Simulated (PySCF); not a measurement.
| atom | x (Å) | y (Å) | z (Å) |
| --- | --- | --- | --- |
| C | 2.8420 | 0.1352 | -0.3917 |
| C | 1.7543 | 0.5357 | 0.2386 |
| C | 0.5365 | 1.0996 | -0.4313 |
| N | -0.6270 | 0.3033 | -0.1578 |
| Si | -1.7373 | 0.3211 | 1.1852 |
| N | -2.2929 | -1.1629 | 0.4675 |
| Si | -1.1232 | -1.2336 | -0.8181 |
| H | 3.6832 | -0.2927 | 0.1276 |
| H | 2.9417 | 0.2298 | -1.4612 |
| H | 1.6608 | 0.4271 | 1.3112 |
| H | 0.3605 | 2.1180 | -0.0622 |
| H | 0.7000 | 1.1482 | -1.5138 |
| H | -2.6678 | 1.4462 | 1.1249 |
| H | -1.1571 | 0.1437 | 2.5161 |
| H | -3.0516 | -1.7715 | 0.7082 |
| H | -0.1642 | -2.3280 | -0.6842 |
| H | -1.6649 | -1.1072 | -2.1691 |

Geometry: GFN2-xTB.

Theory: B3LYP/def2-SVPD, SCF density, gas phase (PySCF).

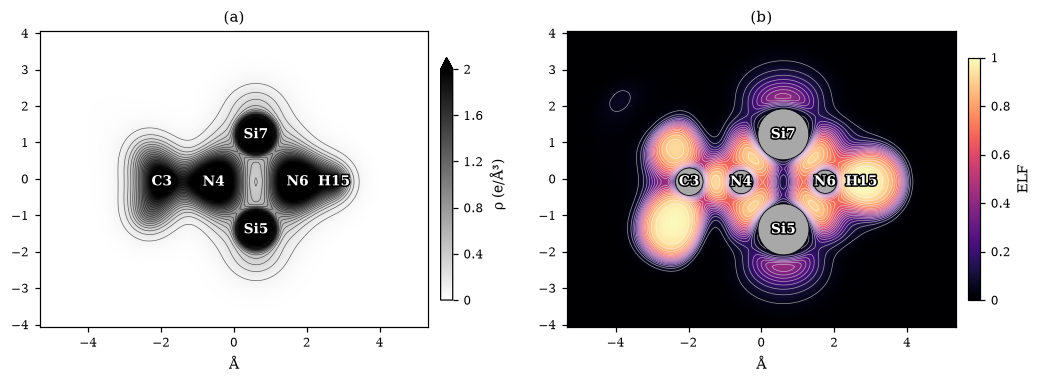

C3H10N2Si2. (a) electron density; (b) ELF on the plane of atoms Si5, N6 and H15. Grey discs cover the atomic cores in the ELF map.

### Describe what can be read from this map.

The section cuts through C, N, Si and H sites.
C–N (1.44 Å): ρ at the midpoint is about 2 e/Å³; the ELF peaks at about 0.95 between the atoms, as expected for localised, covalent bonding.
Si–N (1.74 Å): ρ is about 1 e/Å³ halfway; the ELF peaks at about 0.90 between the atoms, as expected for a polar covalent bond.
N–H (1.00 Å): ρ is about 2.8 e/Å³ halfway; the ELF climbs to about 1 towards the hydrogen, as it does in any bond to H (an ordinary covalent bond to hydrogen).
